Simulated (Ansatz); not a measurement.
**Fields on a plane of ZrIr2 (cubic Laves, MgCu2 type)**

```xyz
6
Lattice="0.0000 3.6522 3.6522 3.6522 0.0000 3.6522 3.6522 3.6522 0.0000" Properties=species:S:1:pos:R:3 pbc="T T T"
Zr     3.6522     3.6522     3.6522
Zr     5.4782     5.4782     5.4782
Ir     0.9130     2.7391     2.7391
Ir     2.7391     2.7391     0.9130
Ir     2.7391     0.9130     2.7391
Ir     0.9130     0.9130     0.9130
```

The slice is a {100} plane (indices of the conventional cell) through the point (0.500, 0.500, 0.500) (fractional), spanned by u = [100] and v = [0 1 -1] in vectors of this cell: u (5.16 Å) and v (5.16 Å, at 90° to u). It covers one period; positions are fractions (u, v).

Atoms on it: Zr at (0.00, 0.00). Other atoms lie within 1 Å of the plane.

Level of theory: LDA (plane waves to 420 eV, PAW, scalar-relativistic; Ansatz, a quantum-chemistry and plane-wave program). k mesh 11×11×11. Inside the PAW spheres the values are not all-electron values, and peaks at nuclei hang on which shells count as valence. Spin-orbit coupling is left out, though Ir is heavy. ZrIr2 is run without spin polarisation. ZrIr2 was relaxed with its symmetry unable to fall.

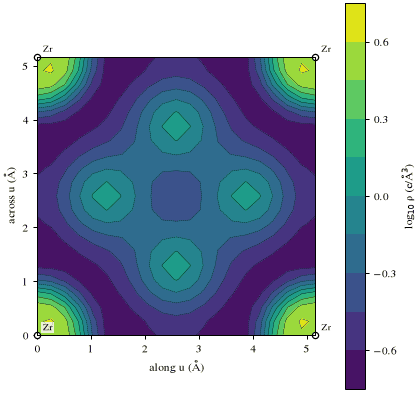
Log₁₀ of the valence density in e/Å³, one period of the plane, atoms marked. The scale is logarithmic, as a density can span decades between atoms and voids.

```
|xxxxxxxx00448899998888889999884400xxxxxx|
|xxxxxxxx00668888775544557788886600xxxxxx|
|xxxxxx004477887733000000337788774400xxxx|
|000000447799885500xxxxxx0055889977440000|
|334466779999774400xxxxxx0044779999776644|
|888888888877663300xxxxxx0033667788888888|
|9999887755443333110000001133334455778899|
|9999773300000011223333332211000000337799|
|99885500xxxxxx00335566553300xxxxxx005588|
|99884400xxxxxx00336677663300xxxxxx004488|
|99885500xxxxxx00335566553300xxxxxx005588|
|9999773300000011223333332211000000337799|
|9999887755443333110000001133334455778899|
|888888888877663300xxxxxx0033667788888888|
|334466779999774400xxxxxx0044779999776644|
|000000447799885500xxxxxx0055889977440000|
|xxxxxx004477887733000000337788774400xxxx|
|xxxxxxxx00668888775544557788886600xxxxxx|
|xxxxxxxx00448899998888889999884400xxxxxx|
|xxxxxxxx00338899999999999999883300xxxxxx|
```
Scale: ten equal steps from 5.00 (start of '0') to 13.38 (end of '9'), in the order '0123456789'. Values: electrostatic potential energy of an electron, from the cell's mean, in eV. The map has 20 points along u (two characters each, u = 0 at the left) and 20 along v (v = 0 in the bottom row). Points within 1 Å of a nucleus are blanked (x), as the pseudised field means little there. Values under 5 eV are set to 5. The zero, the cell's mean, hangs on the PAW cores.
